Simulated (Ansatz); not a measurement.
**Cl (diamond type): how the settings move a single-point run**

Aim: see which settings change the result for Cl (diamond type), by how much, and at what cost.

Method: reference: DFT, PBEsol, all-electron LAPW, scalar-relativistic, in Ansatz 0.2.0.

### 1 The structure to begin with

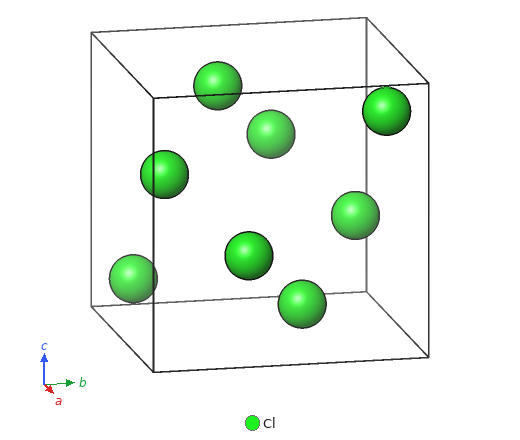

Start, viewed slightly off an axis; chlorine green. The cell drawn here is the conventional one.

Coordinates:

```
Cl
1.0
     0.00000    2.77672    2.77672
     2.77672    0.00000    2.77672
     2.77672    2.77672    0.00000
Cl
2
Direct
  0.87500 0.87500 0.87500
  0.12500 0.12500 0.12500
```

### 2 Reference

File input.yaml:

```yaml
crystal:
  lattice:
    - [0.0, 2.7767159498, 2.7767159498]
    - [2.7767159498, 0.0, 2.7767159498]
    - [2.7767159498, 2.7767159498, 0.0]
  atoms:
    - { symbol: Cl, position: [-0.125, -0.125, -0.125] }
    - { symbol: Cl, position: [0.125, 0.125, 0.125] }
kpoints:
  mp_grid: { grid: [12, 12, 12] }
scf:
  occupations: { method: fermi_dirac, width: 0.1 }
hamiltonian:
  xc: pbesol
  pseudopotentials: { kind: all_electron, lapw: { basis_error: 0.001 } }
output:
  forces: true
  stress: true
  eigenvalues: true
  populations: true
```

Launch:

```
ansatz run input.yaml --threads 1 --pin off --max-ram 2048MiB --backend cpu --events-out ev --progress --plain --runs-dir out
```

From the output:

```text
[...]
Basis set: ecut = 224.60408327504527 eV, 331 PW (Γ), exchange–correlation at level 2
[...]
k-points: 72 of 1728
[...]
SCF iter   1: F=—  HF=-25076.239285 eV  |F-HF|=—  |Δ(HF+E_count)|=         —  Δρ=3.16e-3  dr2=4.84e-3  ethr=1.61e-5  ⟨swp⟩=3.1  Hψ=9967  notcnv=0
preconditioner: auto → LDOS  [metal: Δε(μ)=0.041 eV  Ē_g=13.300 eV  σ=0.100 eV  W_gap=0.10  n_scr=14 (ndim 8)  ℏωp=21.2 eV  f_vac=0.194  D(μ)=2.43/eV (n_scr^D=26)  β→1.0]
SCF iter   2: F=—  HF=-25076.235833 eV  |F-HF|=—  |Δ(HF+E_count)|=   3.45e-3  Δρ=1.09e-3  dr2=6.18e-4  ethr=1.61e-5  ⟨swp⟩=2.0  Hψ=3960  notcnv=0
[...]
SCF iter   4: F=—  HF=-25076.236029 eV  |F-HF|=—  |Δ(HF+E_count)|=   1.21e-5  Δρ=2.13e-5  dr2=8.40e-8  ethr=5.85e-8  ⟨swp⟩=2.3  Hψ=3990  notcnv=0
SCF iter   5: F=-25076.236028 eV  HF=-25076.236028 eV  |F-HF|=3.18e-8  |Δ(HF+E_count)|=   6.27e-7  Δρ=6.30e-6  dr2=7.01e-9  ethr=2.80e-10  ⟨swp⟩=3.0  Hψ=4531  notcnv=0
[...]
SCF converged after 5 iterations
Free energy (F): -25076.236028 eV
[...]
E sigma→0 (E₀):  -25076.195663 eV
[...]
Fermi energy:    5.508058 eV
[...]
  P = ⅓ Tr σ = 19.5039 GPa (195.039 kbar)
[...]
```

Run time: 8.4 s. Hardware: 1 thread of Arm Neoverse V1, shared host; peak memory 0.28 GiB.

### 3 Variant: mp_grid.shift [0.5, 0.5, 0.5], occupations.method tetrahedron, preconditioner kerker_dos, width left out

input.yaml, as its differences from that of step 2:

```diff
@@ -9,5 +9,6 @@
 kpoints:
-  mp_grid: { grid: [12, 12, 12] }
+  mp_grid: { grid: [12, 12, 12], shift: [0.5, 0.5, 0.5] }
 scf:
-  occupations: { method: fermi_dirac, width: 0.1 }
+  occupations: { method: tetrahedron }
+  mixing: { preconditioner: kerker_dos }
 hamiltonian:
```

Launch:

```
ansatz run input.yaml --threads 1 --pin off --max-ram 2048MiB --backend cpu --events-out ev --progress --plain --runs-dir out
```

The program printed (excerpt; [...] marks lines left out):

```text
Warning: output.forces, output.stress, relax.cell or npt_langevin: where a Kohn–Sham band that disperses or a degenerate level is filled in part under the method tetrahedron, the forces or the stress that this run publishes need not agree with its energy (scf.occupations.method in the [...]
Warning: crystal.symmetry: narrowed to the stabiliser of the k-point mesh — unitary ops 48 → 12; excluded 36 operations that carry a point of the 12×12×12 mesh (shift [0.5, 0.5, 0.5]) off the mesh (the run samples exactly the mesh kpoints.mp_grid names, as under crystal.symmetry.detect: [...]
Cl: projections on atomic orbitals take those of the free atom 1s2 2s2 2p6 3s2 3p5, of charge +0.00 (hamiltonian.pseudopotentials.projection_atoms)
LAPW: plane waves up to 7.678 Å⁻¹, error target 1.0e-3 eV per atom; small_component_spin mean_spin; Cl in spheres of 1.202 Å, 15 of its electrons in bands, Dirac shells []
[...]
Pseudopotentials: kind: all_electron
Pseudopotential: Cl, LAPW, valence charge 15, Koelling and Harmon's equation, gaussian nucleus
Functional definition: PBEsol
[...]
davidson cushion auto → on  (no smearing: the cushion is to keep the highest requested band from converging to the state above it; pin scf.eigensolver.cushion to override)
Crystal: 2 atoms, lattice volume = 42.818 Å³
Basis set: ecut = 224.60408327504527 eV, 331 PW (Γ), exchange–correlation at level 2
Bands: 19, of which v1, the nominal top of the filled ones, is band 15 counted from 1 (14 counted from 0)
Symmetry: 12 space group operations
k-points: 182 of 1728
[...]
SCF iter   1: F=—  HF=-25076.199881 eV  |F-HF|=—  |Δ(HF+E_count)|=         —  Δρ=3.14e-3  dr2=4.86e-3  ethr=1.62e-5  ⟨swp⟩=3.1  Hψ=25193  notcnv=0
[...]
SCF iter   7: F=-25076.196831 eV  HF=-25076.196831 eV  |F-HF|=3.68e-8  |Δ(HF+E_count)|=   8.76e-7  Δρ=4.58e-6  dr2=6.00e-9  ethr=8.72e-10  ⟨swp⟩=4.0  Hψ=13017  notcnv=0
[...]
SCF converged after 7 iterations
Stability not checked: this state was not tested for a lower state beside it, because cold or Methfessel-Paxton smearing, or corrected tetrahedra, fill the levels in a way that the test cannot read (fill_not_monotonic; see scf.lower_state_search)
Free energy (F): -25076.196831 eV
[...]
E sigma→0 (E₀):  -25076.196831 eV
Entropy (-TS):   -0.000005 eV (-0.003 meV/atom)
Fermi energy:    5.527338 eV
[...]
--- Forces (eV/Å), atoms counted from 1 ---
  atom   1  Cl     0.00056342     0.00056342     0.00056342
  atom   2  Cl    -0.00056342    -0.00056342    -0.00056342
[...]
--- Stress (GPa, compression-positive) ---
       19.272589      -0.000227      -0.000227
       -0.000227      19.272589      -0.000227
       -0.000227      -0.000227      19.272589
  P = ⅓ Tr σ = 19.2726 GPa (192.726 kbar)
--- Band table (eV; the first three rows and the last of 182) ---
  k-point 0: bands = ["-241.1255", "-241.1254", "-180.3457", "-180.3456", "-180.3456", "-180.3455", "-180.3454", "-180.3454", "-12.8876", "-6.8891", "0.4690", "0.4690", "0.4837", "3.5627", "3.5653", "3.5653", "11.3148", "14.2021", "14.2021"]
[...]
--- Löwdin populations: 2 sites ---
  site symbol       q [e]
     0     Cl     16.9416
     1     Cl     16.9416
  spilling = 0.003434 (of n_electrons = 34.000000)
```

Wall time 22 s (1 thread of Arm Neoverse V1, shared host); peak memory 0.39 GiB.

Changing the k-point mesh, smearing and mixing moves the energy by -0.6 meV/atom (σ→0 values). Mixing only sets the path, so the shift comes from the other change. More than one kind of setting changed, and this run alone doesn't tell their shares apart. Cost: 7 SCF cycles against 5, 22 s against 8.4 s.

### 4 Variant: mixing.algorithm anderson, mixing.beta 0.2, mixing.ndim 16, lower_state_search off

input.yaml, as its differences from that of step 2:

```diff
@@ -12,2 +12,4 @@
   occupations: { method: fermi_dirac, width: 0.1 }
+  mixing: { algorithm: anderson, beta: 0.2, ndim: 16 }
+  lower_state_search: "off"
 hamiltonian:
```

Launch:

```
ansatz run input.yaml --threads 1 --pin off --max-ram 2048MiB --backend cpu --events-out ev --progress --plain --runs-dir out
```

The program printed (excerpt; [...] marks lines left out):

```text
Cl: projections on atomic orbitals take those of the free atom 1s2 2s2 2p6 3s2 3p5, of charge +0.00 (hamiltonian.pseudopotentials.projection_atoms)
LAPW: plane waves up to 7.678 Å⁻¹, error target 1.0e-3 eV per atom; small_component_spin mean_spin; Cl in spheres of 1.202 Å, 15 of its electrons in bands, Dirac shells []
[...]
Pseudopotentials: kind: all_electron
Pseudopotential: Cl, LAPW, valence charge 15, Koelling and Harmon's equation, gaussian nucleus
Functional definition: PBEsol
[...]
Crystal: 2 atoms, lattice volume = 42.818 Å³
Basis set: ecut = 224.60408327504527 eV, 331 PW (Γ), exchange–correlation at level 2
Bands: 19, of which v1, the nominal top of the filled ones, is band 15 counted from 1 (14 counted from 0)
Symmetry: 48 space group operations
Space group: Fd-3m (ITA 227), of the structure as read, at distance tolerance 3.5e-5 Å
k-points: 72 of 1728
[...]
Free energy (F): -25076.236028 eV
[...]
E sigma→0 (E₀):  -25076.195663 eV
Entropy (-TS):   -0.080729 eV (-40.365 meV/atom)
Fermi energy:    5.508047 eV
[...]
--- Forces (eV/Å), atoms counted from 1 ---
  atom   1  Cl     0.00000000     0.00000000     0.00000000
  atom   2  Cl     0.00000000     0.00000000     0.00000000
[...]
--- Stress (GPa, compression-positive) ---
       19.503757       0.000000       0.000000
        0.000000      19.503757       0.000000
        0.000000       0.000000      19.503757
  P = ⅓ Tr σ = 19.5038 GPa (195.038 kbar)
--- Band table (eV; the first three rows and the last of 72) ---
  k-point 0: bands = ["-241.1215", "-241.1214", "-180.3414", "-180.3414", "-180.3414", "-180.3412", "-180.3412", "-180.3412", "-12.9012", "-6.8536", "0.4864", "0.4864", "0.4864", "3.5405", "3.5405", "3.5405", "11.2538", "14.2517", "14.2517"]
[...]
--- Löwdin populations: 2 sites ---
  site symbol       q [e]
     0     Cl     16.9412
     1     Cl     16.9412
  spilling = 0.003458 (of n_electrons = 34.000000)
```

It took 8.7 s on 1 thread of Arm Neoverse V1, shared host; peak memory 0.28 GiB.

Changing the mixing and search for lower states hardly moves the energy: 0.0 meV/atom. Cost: 6 SCF cycles against 5.

### 5 All runs together

| run | ending | energy change | pressure (GPa) | gap (eV) | force (eV/Å) | cycles | time |
| --- | --- | --- | --- | --- | --- | --- | --- |
| reference | converged | 0 | 19.5 | 0.00 | 0.00 | 5 | 8.4 s |
| 1: mp_grid.shift [0.5, 0.5, 0.5], occupations.method tetrahedron, preconditioner kerker_dos, width left out | converged | -0.6 meV/atom (σ→0) | 19.3 | 0.00 | 0.00 | 7 | 22 s |
| 2: mixing.algorithm anderson, mixing.beta 0.2, mixing.ndim 16, lower_state_search off | converged | 0.0 meV/atom | 19.5 | 0.00 | 0.00 | 6 | 8.7 s |

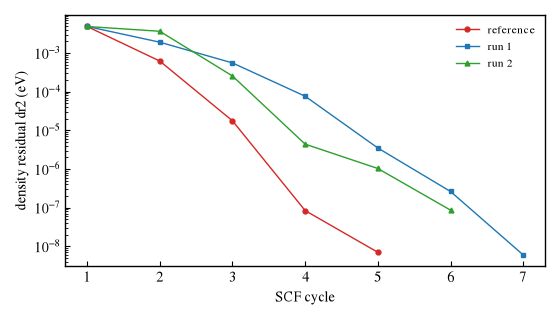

Residual by cycle in the longest SCF loop of each run; runs are numbered as in the table.

What this shows: The pressure spans 19.3 to 19.5 GPa over the reference and the converged variants. Of the variants the dearest is «mp_grid.shift [0.5, 0.5, 0.5], occupations.method tetrahedron, preconditioner kerker_dos, width left out» (22 s), the cheapest «mixing.algorithm anderson, mixing.beta 0.2, mixing.ndim 16, lower_state_search off» (8.7 s), on a shared host. The structure is not at rest: the sound run finds 20 GPa, so these are no properties of the relaxed crystal. 
